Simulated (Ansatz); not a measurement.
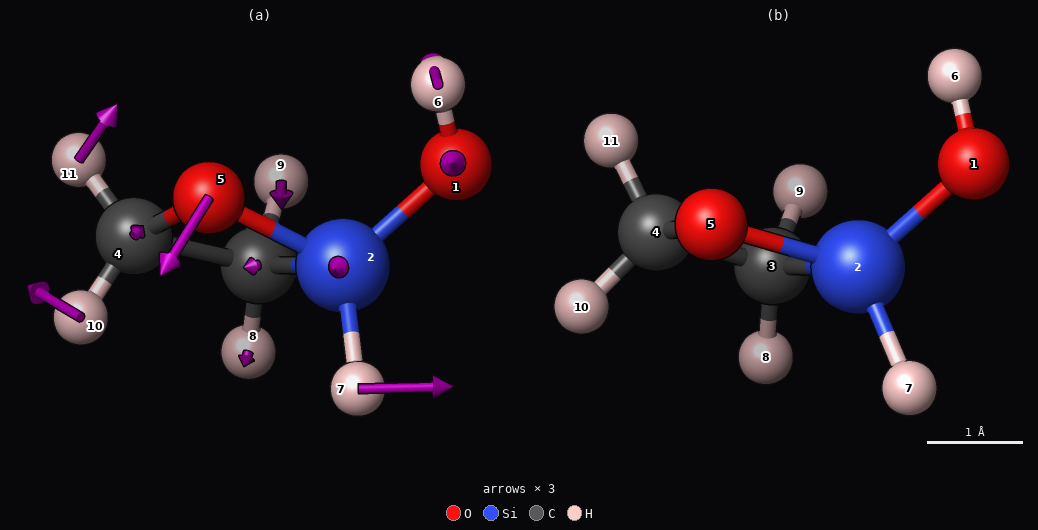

The structure of C$_{2}$H$_{6}$O$_{2}$Si (coarse preliminary run) before (left) and after (right) a relaxation, at one scale. The purple arrows give the displacements, magnified 3 times.

A ball-and-stick model, seen at a tilt.

The start comes from a force field.

Computed with RKS PBE-D4/def2-SVP (Ansatz 0.2.0). (force threshold 0.03 eV/Å; at most 200 steps)

Q: Describe what moved and what it gained.

A: The largest move after the best rigid fit is that of O5, 0.37 Å. Largest moves by element: O 0.37 Å, H 0.35 Å, Si 0.10 Å, C 0.07 Å. Near-neighbour distances that change, for instance: C3–C4 1.654 → 1.552 Å, C4–H10 1.043 → 1.112 Å, Si2–C3 1.838 → 1.897 Å, O1–Si2 1.613 → 1.670 Å. Among the angles between lasting bonds that change: O1–Si2–H7 117.3° → 102.7°, C3–C4–O5 93.7° → 102.3°, O1–Si2–O5 108.4° → 115.3°. Groups turn about O1–Si2 by about 50°. The energy falls by 71.1 kJ/mol in 10 accepted moves (11 points after the start). Largest force component: 4.5 eV/Å at the start, 0.0035 eV/Å at the end. The line search rejected the trial step at point 6 of the run.
